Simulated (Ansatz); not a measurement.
**TiSn (model cell, started as wurtzite): relaxing the cell for a phonon run**

Wanted: the relaxed cell of TiSn (model cell, started as wurtzite).

Method: DFT PBE, scalar-relativistic, plane waves, PAW, in Ansatz 0.2.0.

The structure was built from a prototype and need not be the compound's stable phase.

## Step 1: Starting point

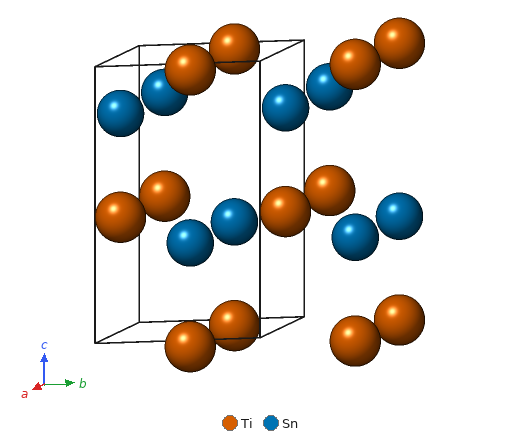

The starting structure, seen slightly off an axis (titanium orange, tin blue). 2×2×1 cells are drawn. Some periodic images of atoms are drawn too.

## Step 2: A coarse first look

First a cheap look: the gap decides the mesh and the occupations, the pressure tells how far the cell has to move.

input.yaml reads:

```yaml
crystal:
  lattice:
    - [4.30571, 0.0, 0.0]
    - [-2.15286, 3.72886, 0.0]
    - [0.0, 0.0, 7.03123]
  atoms:
    - { symbol: Ti, position: [0.333333, 0.666667, 0.0] }
    - { symbol: Ti, position: [0.666667, 0.333333, 0.5] }
    - { symbol: Sn, position: [0.333333, 0.666667, 0.375] }
    - { symbol: Sn, position: [0.666667, 0.333333, 0.875] }
kpoints:
  mp_grid: { grid: [6, 6, 4] }
hamiltonian:
  xc: pbe
scf:
  occupations: { method: gaussian, width: 0.1 }
output:
  forces: true
  stress: true
  eigenvalues: true
```

Run with:

```bash
ansatz run input.yaml --threads 4 --pin off --max-ram 7168MiB --backend cpu --events-out ev --progress --plain --runs-dir out
```

Numbers of over 12 decimals in the logs are rounded to 6 here.

What it wrote:

```text
[...]
k-point 0: bands = [... 22 lower, 7.1339, 7.1339, 7.3169, 7.3169, 8.6289, 8.6289, 9.0168, 9.0168, ... 2 higher]
  k-point 1: bands = [... 22 lower, 7.1388, 7.1388, 7.2661, 7.2661, 8.7141, 8.7141, 8.9963, 8.9963, ... 2 higher]
  k-point 2: bands = [... 22 lower, 7.1805, 7.1805, 7.1805, 7.1805, 8.8856, 8.8856, 8.8856, 8.8856, ... 2 higher]
  k-point 20: bands = [... 22 lower, 6.2822, 6.2822, 7.8236, 7.8236, 8.4874, 8.4874, 9.1426, 9.1426, ... 2 higher]
[key lines of the parts left out:]
SCF converged after 7 iterations
Free energy (F): -17044.659636 eV
Fermi energy:    8.025971 eV
P = ⅓ Tr σ = 6.1551 GPa (61.551 kbar)
```

Wall time 3.5 s (4 threads of Arm Neoverse N1, shared host); peak memory 0.39 GiB; 12 s of CPU time.

This step gave:

| Property | Result |
| --- | --- |
| pressure | 6.155 GPa |
| volume per atom | 28.22 Å³ |
| gap on the k-mesh | 0.3254 eV |
| direct gap on mesh | 0.4642 eV |

The coarse mesh shows a gap of 0.33 eV and a pressure of 6.2 GPa.

## Step 3: Relaxation, k-mesh 9×9×6, smearing width 0.02 eV

Harmonic phonons are second derivatives at a point where the forces vanish, and they are wanted at zero stress, so atoms and cell are relaxed first.

input.yaml, the sections that differ from step 2:

```yaml
kpoints:
  mp_grid: { grid: [9, 9, 6] }
scf:
  occupations: { method: gaussian, width: 0.02 }
relax:
  adjacent_minimum: "off"
  f_tol: 0.005
  max_steps: 80
  cell: { stress_tol: 0.05 }
# crystal, hamiltonian, output: as in step 2
```

What it wrote:

```text
[...]
Crystal: 4 atoms, lattice volume = 112.889 Å³
Basis set: ecut = 420 eV, 2213 PW (Γ), exchange–correlation on 60×60×96 points (8 copies of the dense FFT grid, shifted against one another)
Bands: 32, of which v1, the nominal top of the filled ones, is band 26 counted from 1 (25 counted from 0)
Symmetry: 12 space group operations
[...]
k-points: 48 of 486 (time reversal used)
[...]
SCF iter   1: F=—  HF=-17044.662654 eV  |F-HF|=—  |Δ(HF+E_count)|=         —  Δρ=5.00e-3  dr2=3.69e-2  ethr=1.77e-3  ⟨swp⟩=6.9  Hψ=6984  notcnv=0
[...]
SCF iter   7: F=-17044.659494 eV  HF=-17044.659494 eV  |F-HF|=5.61e-8  |Δ(HF+E_count)|=   7.78e-7  Δρ=6.98e-6  dr2=6.11e-8  ethr=1.92e-10  ⟨swp⟩=8.5  Hψ=7381  notcnv=0
SCF 1 converged in 7 iterations: F = -17044.659494 eV  dr2 = 6.11e-8
[...]
relax step   1: F+E_penalty+E_count = -17044.65949364 eV  Δ(F+E_penalty+E_count) = +0.000e0 eV  max|allowed force component| = 1.819e-1 eV/Å  Δτ_max = 0.0000 Å  P = +6.156 GPa  Ω = 112.889 Å³  (7 SCF iters, dr2 threshold 1.00e-7 eV, accepted)
Crystal: 4 atoms, lattice volume = 126.507 Å³
Basis set: ecut = 420 eV, 2453 PW (Γ), exchange–correlation on 60×60×96 points (8 copies of the dense FFT grid, shifted against one another)
[...]
iter 1 solved again at ethr=2.61e-4 eV; its pass at ethr=3.10e-3 eV (dr2=1.35e-1 eV) is discarded
[...]
SCF iter   7: F=-17044.940466 eV  HF=-17044.940465 eV  |F-HF|=1.34e-7  |Δ(HF+E_count)|=   3.83e-6  Δρ=1.30e-5  dr2=1.95e-7  ethr=7.69e-10  ⟨swp⟩=5.1  Hψ=6652  notcnv=0
SCF 2 converged in 7 iterations: F = -17044.940466 eV  dr2 = 1.95e-7
relax step   2: F+E_penalty+E_count = -17044.94046554 eV  Δ(F+E_penalty+E_count) = -2.810e-1 eV  max|allowed force component| = 1.459e-1 eV/Å  Δτ_max = 0.0344 Å  P = -0.465 GPa  Ω = 126.507 Å³  energy of the carried Pulay correction = -1.428e-3 eV  (7 SCF iters, dr2 threshold 4.00e-7 eV, accepted)
Crystal: 4 atoms, lattice volume = 126.495 Å³
Basis set: ecut = 420 eV, 2501 PW (Γ), exchange–correlation on 60×60×96 points (8 copies of the dense FFT grid, shifted against one another)
[...]
SCF iter   7: F=-17045.153981 eV  HF=-17045.153981 eV  |F-HF|=1.09e-7  |Δ(HF+E_count)|=   2.04e-6  Δρ=1.29e-5  dr2=2.96e-7  ethr=7.69e-10  ⟨swp⟩=4.2  Hψ=6642  notcnv=0
SCF 3 converged in 7 iterations: F = -17045.153981 eV  dr2 = 2.96e-7
relax step   3: F+E_penalty+E_count = -17045.15398073 eV  Δ(F+E_penalty+E_count) = -2.135e-1 eV  max|allowed force component| = 3.277e-1 eV/Å  Δτ_max = 0.0749 Å  P = -1.570 GPa  Ω = 126.495 Å³  energy of the carried Pulay correction = -1.427e-3 eV  (7 SCF iters, dr2 threshold 4.00e-7 eV, accepted)
[... from here on, the SCF cycles and remarks between the steps are left out ...]
relax step   4: F+E_penalty+E_count = -17045.53603448 eV  Δ(F+E_penalty+E_count) = -3.821e-1 eV  max|allowed force component| = 4.705e-1 eV/Å  Δτ_max = 0.0864 Å  P = -2.567 GPa  Ω = 123.866 Å³  energy of the carried Pulay correction = -1.164e-3 eV  (7 SCF iters, dr2 threshold 4.00e-7 eV, accepted)
relax step   5: F+E_penalty+E_count = -17046.05012843 eV  Δ(F+E_penalty+E_count) = -5.141e-1 eV  max|allowed force component| = 5.295e-1 eV/Å  Δτ_max = 0.0906 Å  P = -3.234 GPa  Ω = 119.792 Å³  energy of the carried Pulay correction = -7.446e-4 eV  (7 SCF iters, dr2 threshold 4.00e-7 eV, accepted)
relax step   6: F+E_penalty+E_count = -17046.55956527 eV  Δ(F+E_penalty+E_count) = -5.094e-1 eV  max|allowed force component| = 5.025e-1 eV/Å  Δτ_max = 0.0772 Å  P = -2.235 GPa  Ω = 113.681 Å³  energy of the carried Pulay correction = -8.773e-5 eV  (6 SCF iters, dr2 threshold 4.00e-7 eV, accepted)
relax step   7: F+E_penalty+E_count = -17046.81327510 eV  Δ(F+E_penalty+E_count) = -2.537e-1 eV  max|allowed force component| = 5.869e-2 eV/Å  Δτ_max = 0.0804 Å  P = +0.567 GPa  Ω = 107.876 Å³  energy of the carried Pulay correction = +5.699e-4 eV  (7 SCF iters, dr2 threshold 4.00e-7 eV, accepted)
relax step   8: F+E_penalty+E_count = -17046.81536299 eV  Δ(F+E_penalty+E_count) = -2.088e-3 eV  max|allowed force component| = 1.615e-3 eV/Å  Δτ_max = 0.0045 Å  P = -0.065 GPa  Ω = 108.876 Å³  energy of the carried Pulay correction = +4.542e-4 eV  (5 SCF iters, dr2 threshold 4.00e-7 eV, accepted)
relax step   9: F+E_penalty+E_count = -17046.81541096 eV  Δ(F+E_penalty+E_count) = -4.796e-5 eV  max|allowed force component| = 3.782e-4 eV/Å  Δτ_max = 0.0002 Å  P = +0.005 GPa  Ω = 108.747 Å³  energy of the carried Pulay correction = +4.690e-4 eV  (5 SCF iters, dr2 threshold 2.07e-8 eV, accepted)
relax step  10: F+E_penalty+E_count = -17046.82348540 eV  Δ(F+E_penalty+E_count) = -8.074e-3 eV  max|allowed force component| = 3.711e-4 eV/Å  Δτ_max = 0.0000 Å  P = +0.187 GPa  Ω = 108.747 Å³  stress off target by 2.78e-1 GPa  SCF on the basis re-selected at this cell (its energy is not comparable with the rows above)  (8 SCF iters)
relax step  11: F+E_penalty+E_count = -17046.82377375 eV  Δ(F+E_penalty+E_count) = -2.883e-4 eV  max|allowed force component| = 3.181e-6 eV/Å  Δτ_max = 0.0000 Å  P = +0.015 GPa  Ω = 109.091 Å³  energy of the carried Pulay correction = -4.460e-5 eV  (5 SCF iters, dr2 threshold 1.94e-7 eV, accepted)
[...]
SCF iter   5: F=-17046.823817 eV  HF=-17046.823817 eV  |F-HF|=1.46e-11  |Δ(HF+E_count)|=  7.64e-11  Δρ=1.16e-7  dr2=2.01e-11  ethr=1.00e-12  ⟨swp⟩=5.0  Hψ=5512  notcnv=0
SCF 12 converged in 5 iterations: F = -17046.823817 eV  dr2 = 2.01e-11
relax step  12: F+E_penalty+E_count = -17046.82381708 eV  Δ(F+E_penalty+E_count) = -4.333e-5 eV  max|allowed force component| = 2.149e-6 eV/Å  Δτ_max = 0.0000 Å  P = +0.015 GPa  Ω = 109.091 Å³  stress off target by 2.33e-2 GPa  SCF on the basis re-selected at this cell (its energy is not comparable with the rows above)  (5 SCF iters)
[...]
SCF converged after 5 iterations
Free energy (F): -17046.823817 eV
[...]
Internal energy: -17046.823619 eV  (E = F + TS)
E sigma→0 (E₀):  -17046.823718 eV
Entropy (-TS):   -0.000198 eV (-0.050 meV/atom)
Fermi energy:    8.587007 eV
[...]
--- Stress (GPa, compression-positive) ---
        0.023275      -0.000000       0.000000
        0.000000       0.023275       0.000000
        0.000000       0.000000      -0.001022
  P = ⅓ Tr σ = 0.0152 GPa (0.152 kbar)
--- Band table (eV; the first three rows and the last of 48) ---
  k-point 0: bands = [... 22 lower, 7.0545, 7.5629, 7.5629, 8.7629, 8.7629, 9.3005, 9.7253, 9.7253, ... 2 higher]
  k-point 1: bands = [... 22 lower, 7.0296, 7.4305, 7.4305, 8.8955, 8.9340, 8.9340, 9.7474, 9.7474, ... 2 higher]
  k-point 2: bands = [... 22 lower, 7.0011, 7.2035, 7.2035, 7.9446, 9.2656, 9.2656, 9.7248, 9.7248, ... 2 higher]
  k-point 47: bands = [... 22 lower, 6.7874, 6.7874, 7.9509, 7.9509, 8.8940, 8.8940, 9.6042, 9.6042, ... 2 higher]
--- Relaxed structure (10 steps of the walk, 10 accepted, 2 SCFs on fresh bases) ---
  F+E_penalty+E_count = -17046.82381708 eV   max|allowed force component| = 2.149e-6 eV/Å   (the final SCF, on the basis selected at the relaxed cell)
  cell:  # Å, volume = 109.0907 Å³
    - [4.801861, 3.2193916251637544e-6, 3.238743689672441e-17]
    - [-2.400933, 4.158532, -3.1830427281440288e-18]
    - [5.2888669062014155e-17, 2.4533304094418022e-17, 5.463086]
  atoms:
    - { symbol: Ti, position: [0.333333, 0.666667, -0.062500] }
    - { symbol: Ti, position: [0.666667, 0.333333, 0.437500] }
    - { symbol: Sn, position: [0.333333, 0.666667, 0.437500] }
    - { symbol: Sn, position: [0.666667, 0.333333, 0.937500] }
```

Wall time 98 s (4 threads); peak memory 0.53 GiB.

Relaxation path:

```
step  energy less that of the first step (eV)  largest force component (eV/Å)  pressure (GPa)  volume (Å³)
   1                                   0.0000                          0.1819            6.16       112.89
   2                                  -0.2810                          0.1459           -0.46       126.51
   3                                  -0.4945                          0.3277           -1.57       126.49
   4                                  -0.8765                          0.4705           -2.57       123.87
   5                                  -1.3906                          0.5295           -3.23       119.79
   6                                  -1.9001                          0.5025           -2.24       113.68
   7                                  -2.1538                          0.0587            0.57       107.88
   8                                  -2.1559                          0.0016           -0.06       108.88
   9                                  -2.1559                          0.0004            0.00       108.75
 10*                                  -2.1640                          0.0004            0.19       108.75
  11                                  -2.1643                          0.0000            0.02       109.09
 12*                                  -2.1643                          0.0000            0.02       109.09
```

Relaxation steps marked * repeat the geometry before them on a plane-wave basis chosen anew for their cell, so energy and pressure can jump there.

Forces are held to the 12 operations that the run works with; a distortion that breaks them can't arise in this run.

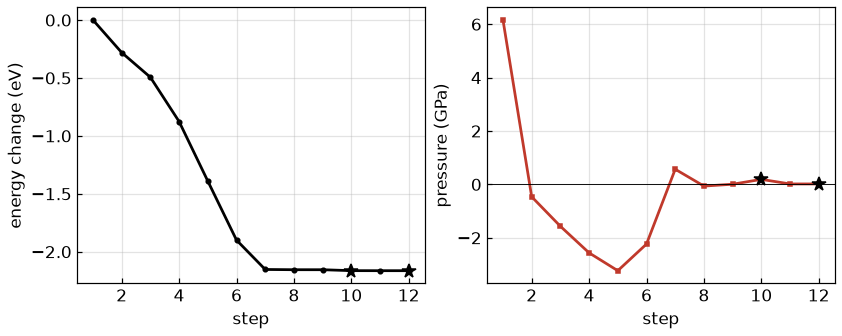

Energy and pressure along the relaxation. Stars mark steps on a basis chosen anew.

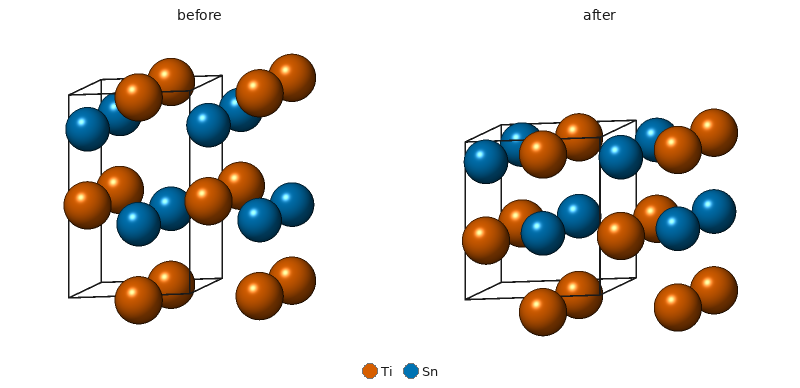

The structure before and after the relaxation, drawn at the same scale.

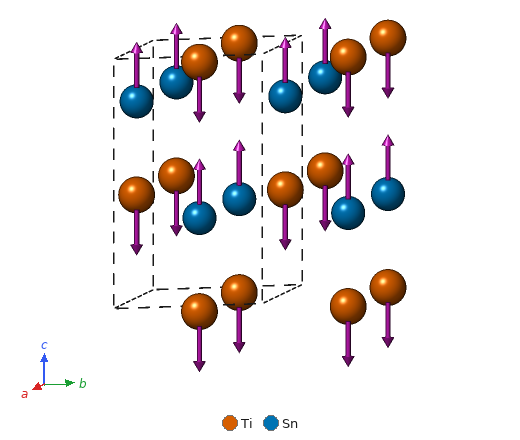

Displacements in the relaxation, exaggerated, measured against the changing cell; the longest in the cell stands for 0.34 Å. 2×2×1 cells are drawn. Some periodic images of atoms are drawn too.

```
     cell as run  before  after   change
           a (Å)   4.306  4.802  +11.5 %
           b (Å)   4.306  4.802  +11.5 %
           c (Å)   7.031  5.463  -22.3 %
volume (Å³/atom)   28.22  27.27   -3.4 %
```

The atoms that moved most (Å, as changes of fractional coordinates times the final cell):

```
atom     dx     dy      dz  length
 Sn4  0.000  0.000   0.341   0.341
 Ti1  0.000  0.000  -0.341   0.341
 Ti2  0.000  0.000  -0.341   0.341
 Sn3  0.000  0.000   0.341   0.341
```

The relaxed structure:

```cif
data_structure
_symmetry_space_group_name_H-M 'P 1'
_symmetry_Int_Tables_number 1
_cell_length_a 4.8019
_cell_length_b 4.8019
_cell_length_c 5.4631
_cell_angle_alpha 90.000
_cell_angle_beta 90.000
_cell_angle_gamma 120.000
_cell_volume 109.09
loop_
_atom_site_label
_atom_site_type_symbol
_atom_site_fract_x
_atom_site_fract_y
_atom_site_fract_z
_atom_site_occupancy
Ti1 Ti 0.33333 0.66667 0.93750 1
Ti2 Ti 0.66667 0.33333 0.43750 1
Sn3 Sn 0.33333 0.66667 0.43750 1
Sn4 Sn 0.66667 0.33333 0.93750 1
```

This step gave:

| Property | Result |
| --- | --- |
| pressure | 0.01518 GPa |
| volume per atom | 27.27 Å³ |
| gap on the k-mesh | 0 eV |

In this step the volume went from 28.22 to 27.27 Å³/atom.

## Step 4: Relaxation, k-mesh 12×12×8, smearing width 0.1 eV

The relaxation is repeated from its end, on the mesh and smearing that suit the cell and gap now reached.

input.yaml, the sections that differ from step 3:

```yaml
crystal:
  lattice:
    - [4.8018605545, 3.2194e-06, 0.0]
    - [-2.4009330653, 4.158531616, 0.0]
    - [0.0, 0.0, 5.4630864987]
  atoms:
    - { symbol: Ti, position: [0.3333333333, 0.6666666667, -0.0624999761] }
    - { symbol: Ti, position: [0.6666666667, 0.3333333333, 0.4375000239] }
    - { symbol: Sn, position: [0.3333333333, 0.6666666667, 0.4374999761] }
    - { symbol: Sn, position: [0.6666666667, 0.3333333333, 0.9374999761] }
kpoints:
  mp_grid: { grid: [12, 12, 8] }
scf:
  occupations: { method: gaussian, width: 0.1 }
# hamiltonian, output, relax: as in step 3
```

What it wrote:

```text
[...]
Crystal: 4 atoms, lattice volume = 109.091 Å³
Basis set: ecut = 420 eV, 2119 PW (Γ), exchange–correlation on 72×72×80 points (8 copies of the dense FFT grid, shifted against one another)
Bands: 32, of which v1, the nominal top of the filled ones, is band 26 counted from 1 (25 counted from 0)
Symmetry: 24 space group operations
[...]
k-points: 95 of 1152
[...]
--- Relaxed structure (3 steps of the walk, 3 accepted, 1 SCFs on fresh bases) ---
[...]
cell:  # Å, volume = 109.2026 Å³
    - [4.803414, 3.2204230080084485e-6, 0.0]
    - [-2.401710, 4.159877, 0.0]
    - [0.0, 0.0, 5.465153]
  atoms:
    - { symbol: Ti, position: [0.333333, 0.666667, -0.062500] }
    - { symbol: Ti, position: [0.666667, 0.333333, 0.4375] }
    - { symbol: Sn, position: [0.333333, 0.666667, 0.4375] }
    - { symbol: Sn, position: [0.666667, 0.333333, 0.937500] }
[key lines of the parts left out:]
SCF converged after 4 iterations
Free energy (F): -17046.829167 eV
Fermi energy:    8.558573 eV
P = ⅓ Tr σ = -0.0001 GPa (-0.001 kbar)
```

The job ended after 33 s (4 threads; peak memory 0.61 GiB; 2.1 min of CPU time).

Little changed from the start: no atom moved by 0.005 Å and no cell edge by 0.1 %.

This step gave:

```
pressure        : -1.05e-4 GPa
volume per atom : 27.30 Å³
```

In this step the volume went from 27.27 to 27.30 Å³/atom.

## Step 5: Tight relaxation

Phonons need a cell at rest on their own settings, so the relaxation is repeated with tight tolerances on forces and stress, using the mesh and the filling of the phonon run that follows.

input.yaml reads:

```yaml
crystal:
  lattice:
    - [4.8034141357, 3.2204e-06, 0.0]
    - [-2.4017098568, 4.1598770562, 0.0]
    - [0.0, 0.0, 5.4651526664]
  atoms:
    - { symbol: Ti, position: [0.3333333333, 0.6666666667, -0.0625] }
    - { symbol: Ti, position: [0.6666666667, 0.3333333333, 0.4375] }
    - { symbol: Sn, position: [0.3333333333, 0.6666666667, 0.4375] }
    - { symbol: Sn, position: [0.6666666667, 0.3333333333, 0.9375] }
kpoints:
  mp_grid: { grid: [12, 12, 8] }
hamiltonian:
  xc: pbe
scf:
  occupations: { method: methfessel_paxton, width: 0.2 }
output:
  forces: true
  stress: true
  eigenvalues: true
relax:
  adjacent_minimum: "off"
  f_tol: 0.001
  max_steps: 60
  cell: { stress_tol: 0.01 }
```

What it wrote:

```text
[...]
Crystal: 4 atoms, lattice volume = 109.203 Å³
Basis set: ecut = 420 eV, 2119 PW (Γ), exchange–correlation on 72×72×80 points (8 copies of the dense FFT grid, shifted against one another)
Bands: 32, of which v1, the nominal top of the filled ones, is band 26 counted from 1 (25 counted from 0)
Symmetry: 24 space group operations
[...]
k-points: 95 of 1152
[...]
--- Relaxed structure (3 steps of the walk, 3 accepted, 1 SCFs on fresh bases) ---
[...]
cell:  # Å, volume = 109.1705 Å³
    - [4.802955, 3.220093002958119e-6, 0]
    - [-2.401480, 4.159479, 0]
    - [0, 0, 5.464591]
  atoms:
    - { symbol: Ti, position: [0.333333, 0.666667, -0.062500] }
    - { symbol: Ti, position: [0.666667, 0.333333, 0.437500] }
    - { symbol: Sn, position: [0.333333, 0.666667, 0.437500] }
    - { symbol: Sn, position: [0.666667, 0.333333, 0.937500] }
[key lines of the parts left out:]
SCF converged after 7 iterations
Free energy (F): -17046.823517 eV
Fermi energy:    8.571984 eV
P = ⅓ Tr σ = 0.0001 GPa (0.001 kbar)
```

The job ended after 34 s (4 threads; peak memory 0.61 GiB).

Little changed from the start: no atom moved by 0.005 Å and no cell edge by 0.1 %.

This step gave:

```yaml
pressure: 9.50e-5 GPa
volume_per_atom: 27.29 Å³
```

The forces vanish by symmetry and the pressure is 0.000 GPa, within the tolerances set. The cell now holds 27.29 Å³/atom. Within 0.01 Å the structure now has space group P6_3/mmc, not the P6_3mc of the start.

## Step 6: Summary of results

```
space group after relaxation (within 0.01 Å) : P6_3/mmc
lattice constant a                           : 4.803 Å
lattice constant b                           : 4.803 Å
lattice constant c                           : 5.465 Å
volume per atom                              : 27.3 Å³
```

The forces vanish by symmetry and the pressure is 0.000 GPa, within the tolerances set. The cell now holds 27.29 Å³/atom. Within 0.01 Å the structure now has space group P6_3/mmc, not the P6_3mc of the start. The relaxation keeps the symmetry of its start, so it says nothing on stability against lower symmetry. The relaxed cell left the space group of the starting entry, even within 0.1 Å, so it may not be the phase that the entry, or a measurement on it, describes. Spin-orbit coupling is left out, which can matter for the heavy elements here. The starting cell was built on a prototype and not taken from a measurement, so the phase need not exist.

[Logs are printed without paths, hosts, clocks, repeated set-up lines and the standing remarks that a program may print on its own settings, such as how far it seeks lower states.]

[Hosts, paths, dates, database ids (printed as entryN), source tags and the programs' standing remarks are cut or masked in the printed files.]
